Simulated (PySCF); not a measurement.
# C7H16: magnetic properties

Wanted: magnetic properties for C7H16 (`CCCCC(C)C`).

Computed with PySCF 2.14.0 and routines of our own; the level stands in each step. Atoms count from 0.

### Step 1. The system as given

23 atoms, charge 0, multiplicity 1; geometry from: GFN2-xTB.

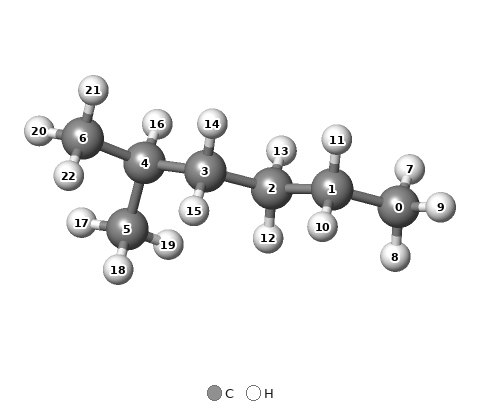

The starting geometry (carbon grey, hydrogen white).

### Step 2. Magnetic properties: GIAO B3LYP/pcSseg-1

Job settings and geometry (Å):

```
{"job": {"kind": "mag", "xc": "B3LYP", "basis": "pcSseg-1", "isotopologues": 2}, "charge": 0, "multiplicity": 1}
C      3.431733    -0.136291    -0.451963
C      2.216100     0.251440     0.381008
C      0.908057    -0.022896    -0.358479
C     -0.308320     0.362217     0.481095
C     -1.643096     0.234228    -0.261368
C     -1.944650    -1.212415    -0.646353
C     -2.772374     0.783036     0.609444
H      3.453834     0.429492    -1.380902
H      3.403771    -1.195419    -0.698872
H      4.350655     0.064167     0.094020
H      2.223983    -0.311197     1.317689
H      2.273403     1.313109     0.633003
H      0.864791    -1.083397    -0.612606
H      0.896392     0.544434    -1.292727
H     -0.191023     1.399936     0.804999
H     -0.338977    -0.259184     1.379618
H     -1.588348     0.833644    -1.177757
H     -2.929352    -1.282474    -1.103636
H     -1.930851    -1.849223     0.235900
H     -1.215865    -1.589986    -1.358399
H     -3.723919     0.721644     0.086314
H     -2.590353     1.823525     0.868967
H     -2.850345     0.208596     1.530187
```

With the program's defaults for keys left out, this is: GIAO B3LYP/pcSseg-1 magnetisability, rotational g tensor and spin-rotation constants, non-relativistic, gas phase.

Run with:

```console
$ OMP_NUM_THREADS=1 python excited_run.py task.json out
```

This one command runs all jobs of the session in turn.

The log of the run:

```text
coarse grid: 17528 points
cycle   1  E = -276.2172353674  dE =  3.593e-01  |g| = 5.646e-01  |ddm| = 3.951e+00
cycle   2  E = -276.1796591739  dE =  3.758e-02  |g| = 6.844e-01  |ddm| = 1.136e+00
cycle   3  E = -276.3060852255  dE = -1.264e-01  |g| = 3.268e-02  |ddm| = 6.567e-01
cycle   4  E = -276.3062422010  dE = -1.570e-04  |g| = 1.979e-02  |ddm| = 5.138e-02
cycle   5  E = -276.3063309567  dE = -8.876e-05  |g| = 4.524e-03  |ddm| = 1.876e-02
cycle   6  E = -276.3063355776  dE = -4.621e-06  |g| = 8.100e-04  |ddm| = 4.065e-03
final grid: 164408 points
cycle   7  E = -276.3676073263  dE = -6.020e-05  |g| = 8.221e-03  |ddm| = 3.427e-02
cycle   8  E = -276.3675989513  dE =  8.375e-06  |g| = 9.927e-03  |ddm| = 1.526e-02
cycle   9  E = -276.3676248217  dE = -2.587e-05  |g| = 3.022e-04  |ddm| = 8.738e-03
cycle  10  E = -276.3676248371  dE = -1.536e-08  |g| = 1.747e-04  |ddm| = 4.997e-04
cycle  11  E = -276.3676248440  dE = -6.968e-09  |g| = 3.375e-05  |ddm| = 1.500e-04
cycle  12  E = -276.3676248443  dE = -2.542e-10  |g| = 6.936e-06  |ddm| = 3.206e-05
converged SCF energy = -276.3676248443

Magnetisability tensor (1e-30 J/T^2)
    -1484.77       12.73       30.55
       12.73    -1445.52      -15.82
       30.55      -15.82    -1436.24
isotropic -1455.51   principal values   -1505.23  -1443.08  -1418.22
isotropic susceptibility -87.653 1e-6 cm^3/mol

Inertial axes            a          b          c
rot. const./GHz      6.1603     1.0138     0.9221
chi total           -89.589    -87.643    -85.726
chi diamagnetic    -335.642  -1380.037  -1509.882
chi paramagnetic    246.053   1292.394   1424.156
quadrupole/D A       -1.301     -0.209      1.510
g nuclear            0.7201     0.6157     0.6158
g electronic        -0.7121    -0.6156    -0.6170
g total              0.0080     0.0001    -0.0012

Spin-rotation constants (kHz, H = +C I.J)
atom  isotope        aa         bb         cc
  7     1H       -0.679     -0.116      0.023
  8     1H       -0.682      0.004     -0.086
  9     1H       -0.119     -0.079     -0.089
 10     1H       -0.679     -0.114      0.029
 11     1H       -0.674      0.009     -0.084
 12     1H       -0.670      0.015     -0.087
 13     1H       -0.672     -0.120      0.028
 14     1H       -0.670      0.022     -0.095
 15     1H       -0.687     -0.126      0.034
 16     1H       -0.656     -0.116      0.029
 17     1H        0.003     -0.097     -0.096
 18     1H       -0.746     -0.116      0.023
 19     1H       -0.250     -0.051     -0.092
 20     1H       -0.056     -0.093     -0.088
 21     1H       -0.658      0.005     -0.087
 22     1H       -0.703     -0.118      0.025
  0    13C*       0.849      0.153      0.145
  1    13C*       0.997      0.171      0.162
  2    13C*       1.024      0.196      0.169
  3    13C*       1.049      0.206      0.192
  4    13C*       1.067      0.195      0.152
  5    13C*       1.069      0.144      0.145
* in the singly substituted isotopologue

Isotopologues: g along a, b, c
2H    at 7,8,9,10,11,12     0.0056     0.0001    -0.0010
13C   at 0                  0.0080     0.0001    -0.0012
```

Run time: 40 s. Hardware: 1 thread of Arm Neoverse V1, shared host; peak memory 1 GiB.

In short:

```
              quantity                    value
       magnetisability         -1456·10⁻³⁰ J/T²
  molar susceptibility       -87.7·10⁻⁶ cm³/mol
rotational g (a, b, c)  0.0080, 0.0001, -0.0012
```

### Step 3. Magnetic properties: GIAO OLYP/pcseg-1 in dimethylsulfoxide

The job, as its differences from that of step 2:

```diff
@@ -1,2 +1,2 @@
-{"job": {"kind": "mag", "xc": "B3LYP", "basis": "pcSseg-1", "isotopologues": 2}, "charge": 0, "multiplicity": 1}
+{"job": {"kind": "mag", "xc": "OLYP", "basis": "pcseg-1", "scf": {"conv": 1e-11}, "solvent": "dimethylsulfoxide"}, "charge": 0, "multiplicity": 1}
 C      3.431733    -0.136291    -0.451963
```

Level: GIAO OLYP/pcseg-1 magnetisability, non-relativistic, IEF-PCM dimethylsulfoxide.

The log of the run:

```text
final grid: 164408 points
cycle   1  E = -276.0638100418  dE =  1.679e-01  |g| = 6.307e-01  |ddm| = 4.358e+00
cycle   2  E = -275.9217243469  dE =  1.421e-01  |g| = 9.526e-01  |ddm| = 1.979e+00
cycle   3  E = -276.1859874421  dE = -2.643e-01  |g| = 4.345e-02  |ddm| = 1.208e+00
cycle   4  E = -276.1863361768  dE = -3.487e-04  |g| = 2.368e-02  |ddm| = 6.870e-02
cycle   5  E = -276.1864695888  dE = -1.334e-04  |g| = 5.254e-03  |ddm| = 2.761e-02
cycle   6  E = -276.1864761836  dE = -6.595e-06  |g| = 1.202e-03  |ddm| = 6.221e-03
cycle   7  E = -276.1864764811  dE = -2.974e-07  |g| = 5.595e-04  |ddm| = 1.706e-03
cycle   8  E = -276.1864765591  dE = -7.800e-08  |g| = 9.241e-05  |ddm| = 6.144e-04
cycle   9  E = -276.1864765614  dE = -2.312e-09  |g| = 1.200e-05  |ddm| = 1.288e-04
cycle  10  E = -276.1864765614  dE = -2.842e-11  |g| = 6.444e-06  |ddm| = 1.904e-05
cycle  11  E = -276.1864765614  dE = -1.000e-11  |g| = 2.058e-06  |ddm| = 7.565e-06
cycle  12  E = -276.1864765614  dE = -1.705e-12  |g| = 1.903e-07  |ddm| = 2.571e-06
converged SCF energy = -276.1864765614

Magnetisability tensor (1e-30 J/T^2)
    -1470.28       12.05       30.46
       12.05    -1437.53      -14.82
       30.46      -14.82    -1428.42
isotropic -1445.41   principal values   -1492.04  -1434.19  -1410.00
isotropic susceptibility -87.045 1e-6 cm^3/mol

Inertial axes            a          b          c
rot. const./GHz      6.1603     1.0138     0.9221
chi total           -88.716    -87.110    -85.308
chi diamagnetic    -335.063  -1380.018  -1510.007
chi paramagnetic    246.347   1292.908   1424.699
quadrupole/D A       -2.016      0.026      1.990
```

Wall time 35 s (1 thread of Arm Neoverse V1, shared host); peak memory 0.88 GiB.

From this job:

```
            quantity               value
     magnetisability    -1445·10⁻³⁰ J/T²
molar susceptibility  -87.0·10⁻⁶ cm³/mol
```

### Step 4. Summary of results

| quantity | value |
| --- | --- |
| magnetisability (step 2, GIAO B3LYP/pcSseg-1) | -1456·10⁻³⁰ J/T² |
| molar susceptibility (step 2, GIAO B3LYP/pcSseg-1) | -87.7·10⁻⁶ cm³/mol |
| rotational g (a, b, c) (step 2, GIAO B3LYP/pcSseg-1) | 0.0080, 0.0001, -0.0012 |

**Reading.** The values above hold for this geometry and these levels alone. Vibrational averaging and real surroundings are missing from these values.
